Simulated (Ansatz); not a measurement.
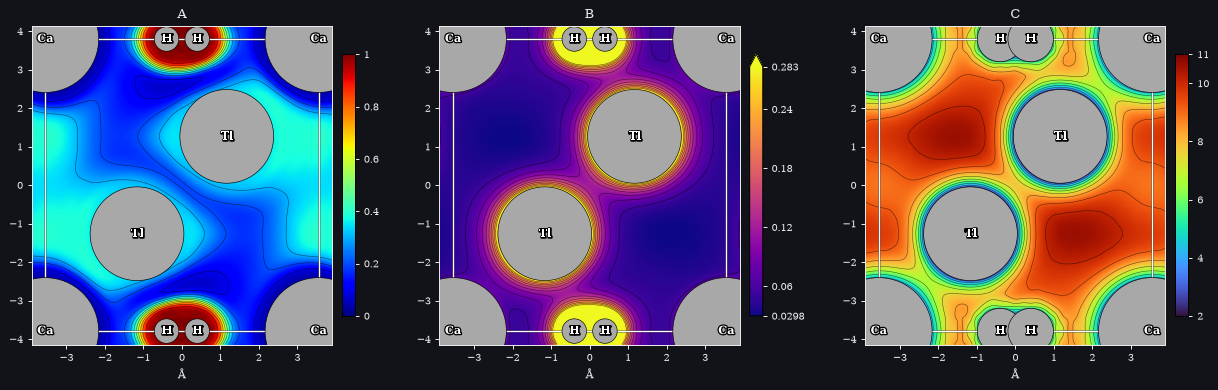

CaTl2H2: 3 fields on the (110) plane of the conventional cell, with unlabelled colour scales. Grey discs cover the atomic cores.

Space group P-3m1; started from the Rb2PdC2_164 prototype, which need not be the ambient phase.

Method: Ansatz 0.2.0, DFT PBE, scalar-relativistic, plane waves, PAW.

The panels show electron localisation function, electrostatic potential energy of an electron and valence pseudo-density in some order. Assign them.

Answer. Panel A: electron localisation function. Panel B: valence pseudo-density. Panel C: electrostatic potential energy of an electron (low next to the atoms, rising into the space between them). From the grid: Tl–H (2.64 Å): the density is about 0.2 e/Å³ at the midpoint; the ELF climbs to about 1 towards the hydrogen.
